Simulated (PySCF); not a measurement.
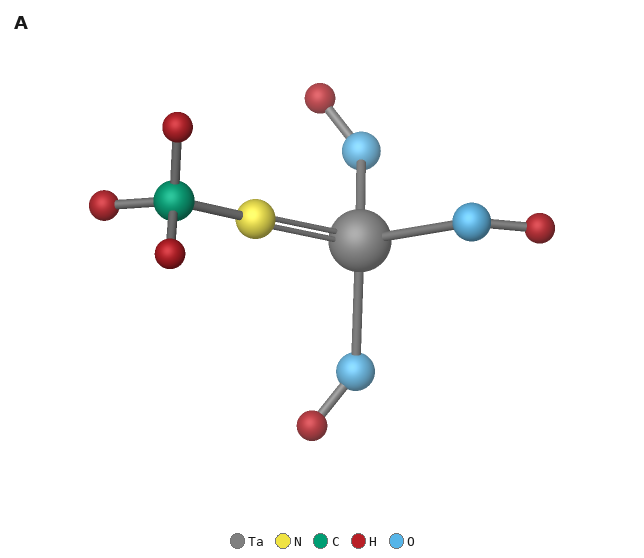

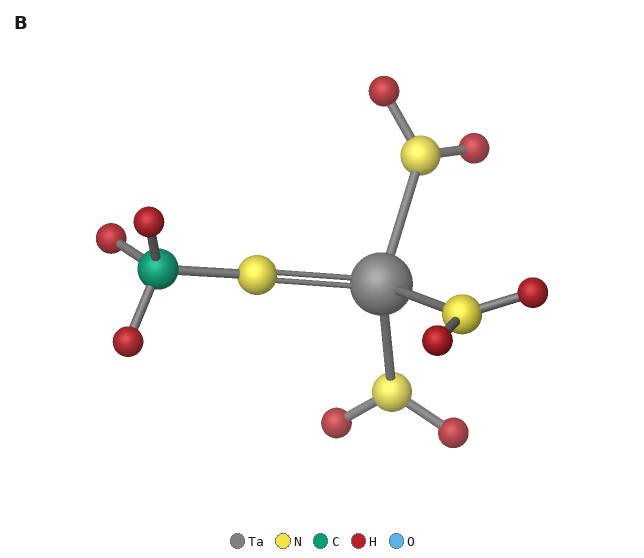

Two related species, optimised with PBE0-D3(BJ)/def2-SVP; properties computed with PySCF 2.14.0. Both: charge 0, singlet.

Question. Identify both.

Answer. A is Ta(NMe)(OH)3, B is Ta(NMe)(NH2)3.

Compare them. With B3LYP/def2-SVPD, core potentials on Ta: dipole moment (D), HOMO–LUMO gap (eV), HOMO energy (Kohn–Sham orbital) (eV), lowest vertical singlet excitation (eV), mean static polarisability (bohr³). With PBE0-D3(BJ)/def2-SVP: mean Ta–N length (Å).

| quantity | A | B |
| --- | --- | --- |
| dipole moment (D) | 0.86 | 1.31 |
| HOMO–LUMO gap (eV) | 6.07 | 6.18 |
| HOMO energy (Kohn–Sham orbital) (eV) | −6.69 | −6.37 |
| lowest vertical singlet excitation (eV) | 5.17 | 5.13 |
| mean static polarisability (bohr³) | 77.0 | 95.1 |
| mean Ta–N length (Å) | 1.771 | 1.947 |

Each is one conformer, and no frequency run is at hand to confirm it as a minimum.
